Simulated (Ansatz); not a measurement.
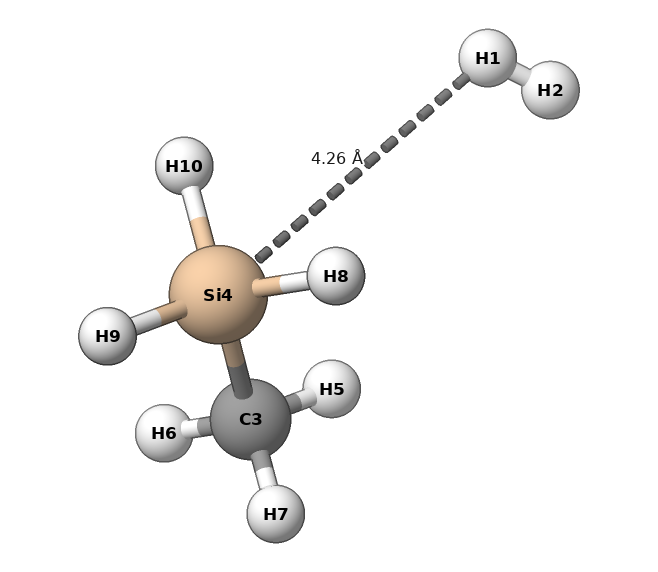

Two molecules or ions; the broken line marks their closest contact (measured against van der Waals radii). Geometry: a pair of rigid molecules at a changed separation. Program: Ansatz 0.2.0.

**Which two species are they?**

H2 and CH6Si (`C[SiH3].[H][H]`).

Give the counterpoise-corrected interaction energy (kJ/mol, monomers kept as in the pair) with RHF-CCSD(T) (frozen core)/def2-TZVPPD; PBE-D4/def2-TZVPPD; ωB97M-V/def2-TZVPPD; B3LYP-D4/def2-TZVPPD; PBE0-D4/def2-TZVPPD.

| level | interaction energy (kJ/mol) |
| --- | --- |
| RHF-CCSD(T) (frozen core)/def2-TZVPPD | −0.8 |
| PBE-D4/def2-TZVPPD | −1.5 |
| ωB97M-V/def2-TZVPPD | −0.9 |
| B3LYP-D4/def2-TZVPPD | −0.8 |
| PBE0-D4/def2-TZVPPD | −1.3 |
